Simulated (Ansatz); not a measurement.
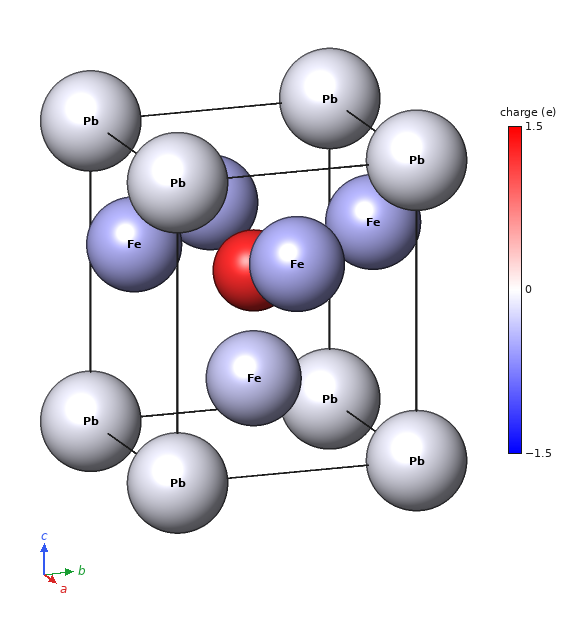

Shown here is a spheres-only view of the crystal, taken slightly off an axis. The wireframe shows the simulation cell. The atoms of this BeFe₃Pb cell are coloured by their Bader charge.

The numbers come from DFT, PAW plane waves, r2SCAN (Ansatz 0.2.0), using 500 eV cutoff, a 9×9×7 sampling of the Brillouin zone, Fermi-Dirac smearing of 0.1 eV, no spin polarisation (a spin-restricted run, not always the ground state).

Question: Summarise the charge transfer.

Answer: Most positive: Be; most negative: Fe. Charges: about Be +1.2 e; Fe -0.4 to -0.3 e; Pb -0.1 e.

Shown is a generated cell, made by putting these elements into a known structure type (the compound may or may not exist in this form), as it stood before any relaxation. It was run through Ansatz as a DFT input.

At this level of theory the cell isn't at rest (forces up to 4.3 eV/Å), so its distances can differ from those at equilibrium, the more so the softer the solid.
